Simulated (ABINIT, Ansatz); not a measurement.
## NbB2 (P6/mmm): zone-centre phonons

Which modes does NbB2 (P6/mmm) have at the zone centre?

Program: ABINIT 10.8.3. Level of theory: DFT LDA, scalar-relativistic, plane waves, JTH PAW pseudopotentials. Results are calculated unless marked as measured.

### Step 1. Starting point

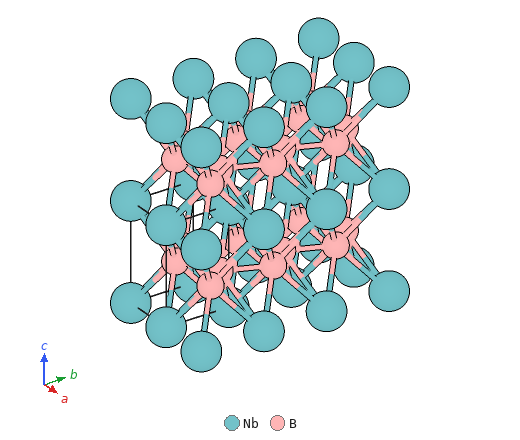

The starting structure, seen slightly off an axis (niobium teal, boron pink). 2×3×2 cells are drawn. Some periodic images of atoms are drawn too.

### Step 2. Relaxation

The harmonic expansion needs vanishing forces, and a free crystal bears no stress, so cell and atoms are brought to rest. Stress is more sensitive to the basis than forces are: the last 3 Ha under the cutoff are smoothed with ecutsm, and the cutoff is raised above that of the later runs.

The starting cell comes from a relaxation made beforehand in Ansatz (LDA, PAW).

relax.abi

```
# relaxation
ionmov 2
optcell 2
dilatmx 1.08
ntime 40
tolmxf 1.0d-05
tolvrs 1.0d-14
prtwf 0
prtden 0
chksymtnons 0

# basis, mesh and filling
ecut 24.0
ecutsm 3.0
pawecutdg 48.0
ngkpt 12 12 8
nshiftk 1
shiftk 0.0 0.0 0.0
istwfk *1
occopt 7
tsmear 0.01
nband 16
nstep 100
diemac 1000000.0
prtebands 0
prtgsr 0

# cell and atoms
acell 3*1.0 Angstrom
rprim 
    3.072900083 0.0 0.0
    -1.536450042 2.661209535 0.0
    0.0 0.0 3.278522515
ntypat 2
znucl 41 5
natom 3
typat 1 2 2
xred 
    0.0 0.0 0.0
    1/3 2/3 0.5
    2/3 1/3 0.5
pp_dirpath "./pseudo"
pseudos "Nb.xml, B.xml"
```

Command:

```sh
$ OMP_NUM_THREADS=1 mpirun -n 4 abinit relax.abi > relax.log
```

Numbers of over 12 decimals in the logs are rounded to 6 here.

relax.abo, the main output file:

```text
[banners, grids, parts of the stress and lines that vanish by symmetry left out]
- input  file    -> relax.abi
- output file    -> relax.abo
- root for input  files -> relaxi
[...]
Symmetries : space group P6/m m m (#191); Bravais hP (primitive hexag.)
[...]
mpw =        1296          nfft =       27000          nkpt =          95
[...]
== DATASET  1 ==================================================================
[...]
cutoff_energies: {ecut:  24.0, pawecutdg:  48.0, }
[...]
ETOT  1  -63.543622405218    -6.354E+01 3.099E-01 3.952E+01
 ETOT  2  -63.571566924674    -2.794E-02 3.497E-02 6.059E+00
 ETOT  3  -63.567359160084     4.208E-03 1.871E-02 5.019E-01
 ETOT  4  -63.567584595558    -2.254E-04 6.613E-03 4.162E-03
 ETOT  5  -63.567586083119    -1.488E-06 5.126E-03 1.216E-03
[...]
At SCF step   16       nres2   =  9.35E-15 < tolvrs=  1.00E-14 =>converged.
[...]
sigma(1 1)=  5.25716158E-06  sigma(3 2)=  0.00000000E+00
  sigma(2 2)=  5.25716332E-06  sigma(3 1)=  0.00000000E+00
  sigma(3 3)= -1.80187809E-06  sigma(2 1)=  2.56680123E-12
[...]
convergence: {deltae:  2.132E-13, res2:  9.348E-15, residm:  9.945E-05, diffor: null, }
etotal    :  -6.35675851E+01
[...]
ETOT  1  -63.567585891066    -6.357E+01 4.938E-04 3.142E-04
[...]
At SCF step   10       nres2   =  1.42E-15 < tolvrs=  1.00E-14 =>converged.
[...]
sigma(1 1)=  1.56524416E-06  sigma(3 2)=  0.00000000E+00
  sigma(2 2)=  1.56524589E-06  sigma(3 1)=  0.00000000E+00
  sigma(3 3)= -3.15976194E-06  sigma(2 1)=  2.56745285E-12
[...]
convergence: {deltae:  2.771E-13, res2:  1.424E-15, residm:  3.682E-06, diffor: null, }
etotal    :  -6.35675854E+01
[...]
ETOT  1  -63.567585711089    -6.357E+01 3.863E-03 1.493E-04
[...]
At SCF step    9       nres2   =  1.12E-15 < tolvrs=  1.00E-14 =>converged.
[...]
sigma(1 1)= -3.68242045E-07  sigma(3 2)=  0.00000000E+00
  sigma(2 2)= -3.68240306E-07  sigma(3 1)=  0.00000000E+00
  sigma(3 3)= -2.15068439E-06  sigma(2 1)=  2.56746651E-12
[...]
convergence: {deltae: -3.553E-14, res2:  1.122E-15, residm:  1.204E-06, diffor: null, }
etotal    :  -6.35675855E+01
[...]
ETOT  1  -63.567585595377    -6.357E+01 1.148E-06 5.879E-05
[...]
At SCF step    9       nres2   =  3.63E-15 < tolvrs=  1.00E-14 =>converged.
[...]
sigma(1 1)= -4.08557892E-07  sigma(3 2)=  0.00000000E+00
  sigma(2 2)= -4.08556153E-07  sigma(3 1)=  0.00000000E+00
  sigma(3 3)= -5.90063197E-07  sigma(2 1)=  2.56717458E-12
[...]
convergence: {deltae:  2.203E-13, res2:  3.631E-15, residm:  1.458E-06, diffor: null, }
etotal    :  -6.35675855E+01
[...]
ETOT  1  -63.567585504793    -6.357E+01 1.592E-06 7.017E-06
[...]
ETOT  7  -63.567585491944     3.340E-13 4.766E-07 4.740E-13
 ETOT  8  -63.567585491944     2.132E-14 9.399E-07 8.108E-15
 At SCF step    8       nres2   =  8.11E-15 < tolvrs=  1.00E-14 =>converged.
[...]
sigma(1 1)= -8.13431453E-08  sigma(3 2)=  0.00000000E+00
  sigma(2 2)= -8.13414068E-08  sigma(3 1)=  0.00000000E+00
  sigma(3 3)= -4.65460576E-08  sigma(2 1)=  2.56703990E-12
[...]
convergence: {deltae:  2.132E-14, res2:  8.108E-15, residm:  9.399E-07, diffor: null, }
etotal    :  -6.35675855E+01
[...]
At Broyd/MD step   5, gradients are converged :
[...]
sigma(1 1)= -8.13431453E-08  sigma(3 2)=  0.00000000E+00
  sigma(2 2)= -8.13414068E-08  sigma(3 1)=  0.00000000E+00
  sigma(3 3)= -4.65460576E-08  sigma(2 1)=  2.56703990E-12
[...]
- sigma(1 1)= -2.39319796E-03  sigma(3 2)=  0.00000000E+00
- sigma(2 2)= -2.39314681E-03  sigma(3 1)=  0.00000000E+00
- sigma(3 3)= -1.36943229E-03  sigma(2 1)=  7.55249213E-08
[...]
fcart     -0.0000000000E+00 -0.0000000000E+00 -0.0000000000E+00
           strten     -8.1343145350E-08 -8.1341406850E-08 -4.6546057600E-08
================================================================================

[key lines of the parts left out:]
pressure_GPa:   2.0519E-03
Total energy DC (eV): -1.05180093317789E+05
```

Elapsed: 84 s, on 4 MPI ranks of Intel Xeon at 2.70GHz, shared host; 5.6 min of CPU time.

Little changed from the start: no atom moved by 0.005 Å and no cell edge by 0.1 %.

This step gave:

| Item | Value |
| --- | --- |
| volume per atom | 8.935 Å³ |
| pressure | 0.002052 GPa |
| gap on the k-mesh | 0 eV |

### Step 3. Self-consistent run for the response

First-order wavefunctions inherit every error of the ground state, hence the very tight tolvrs. Occupations are smeared.

gs.abi

```
# ground state
tolvrs 1.0d-16
prtden 1
prtwf 1

# basis, mesh and filling
ecut 18.0
pawecutdg 36.0
ngkpt 12 12 8
nshiftk 1
shiftk 0.0 0.0 0.0
istwfk *1
occopt 7
tsmear 0.01
nband 16
nstep 100
diemac 1000000.0
prtebands 0
prtgsr 0

# cell and atoms
acell 3*1.0 Angstrom
rprim 
    3.071944869 0.0 0.0
    -1.535972435 2.660382295 0.0
    0.0 0.0 3.279769309
ntypat 2
znucl 41 5
natom 3
typat 1 2 2
xred 
    0.0 0.0 0.0
    1/3 2/3 0.5
    2/3 1/3 0.5
pp_dirpath "./pseudo"
pseudos "Nb.xml, B.xml"
```

Command:

```sh
$ OMP_NUM_THREADS=1 mpirun -n 4 abinit gs.abi > gs.log
```

gs.abo, the main output file:

```text
[banners, grids, parts of the stress and lines that vanish by symmetry left out]
- input  file    -> gs.abi
- output file    -> gs.abo
- root for input  files -> gsi
[...]
Symmetries : space group P6/m m m (#191); Bravais hP (primitive hexag.)
[...]
mpw =         684          nfft =       13824          nkpt =          95
[...]
== DATASET  1 ==================================================================
[...]
cutoff_energies: {ecut:  18.0, pawecutdg:  36.0, }
[...]
ETOT  1  -63.553106050090    -6.355E+01 4.291E-01 1.998E+01
 ETOT  2  -63.570035191722    -1.693E-02 7.471E-02 2.919E+00
 ETOT  3  -63.566485524765     3.550E-03 9.849E-03 2.501E-01
 ETOT  4  -63.566707148263    -2.216E-04 2.857E-03 1.979E-03
 ETOT  5  -63.566707955018    -8.068E-07 1.224E-03 5.588E-04
[...]
ETOT 18  -63.566707117741    -5.684E-14 8.314E-05 1.503E-15
 ETOT 19  -63.566707117741    -1.705E-13 2.997E-05 1.974E-17
 At SCF step   19       nres2   =  1.97E-17 < tolvrs=  1.00E-16 =>converged.
[...]
sigma(1 1)=  8.32071065E-06  sigma(3 2)=  0.00000000E+00
  sigma(2 2)=  8.32071660E-06  sigma(3 1)=  0.00000000E+00
  sigma(3 3)=  7.91359109E-06  sigma(2 1)=  2.56941637E-12
[...]
convergence: {deltae: -1.705E-13, res2:  1.974E-17, residm:  2.997E-05, diffor: null, }
etotal    :  -6.35667071E+01
[...]
sigma(1 1)=  8.32071065E-06  sigma(3 2)=  0.00000000E+00
  sigma(2 2)=  8.32071660E-06  sigma(3 1)=  0.00000000E+00
  sigma(3 3)=  7.91359109E-06  sigma(2 1)=  2.56941637E-12
[...]
- sigma(1 1)=  2.44803759E-01  sigma(3 2)=  0.00000000E+00
- sigma(2 2)=  2.44803934E-01  sigma(3 1)=  0.00000000E+00
- sigma(3 3)=  2.32825888E-01  sigma(2 1)=  7.55948396E-08
[...]
fcart     -6.1845141496E-29 -1.7853154550E-28 -0.0000000000E+00
           strten      8.3207106493E-06  8.3207166028E-06  7.9135910934E-06
================================================================================

[key lines of the parts left out:]
pressure_GPa:  -2.4081E-01
Total energy DC (eV): -1.05180069416009E+05
```

Wall time 29 s (4 MPI ranks).

Read from the output:

| Item | Value |
| --- | --- |
| pressure | -0.2408 GPa |

The cell stands at -0.24 GPa: the relaxation ran with a smoothed and higher cutoff, and the difference is a stress of the finite basis.

(Continued in part 2 of 3.)

[Host names and launcher messages were left out of these logs when they were recorded.]

[Logs are printed without paths, hosts, clocks, repeated set-up lines and the standing remarks that a program may print on its own settings, such as how far it seeks lower states.]

[Hosts, paths, dates, database ids (printed as entryN), source tags and the programs' standing remarks are cut or masked in the printed files.]
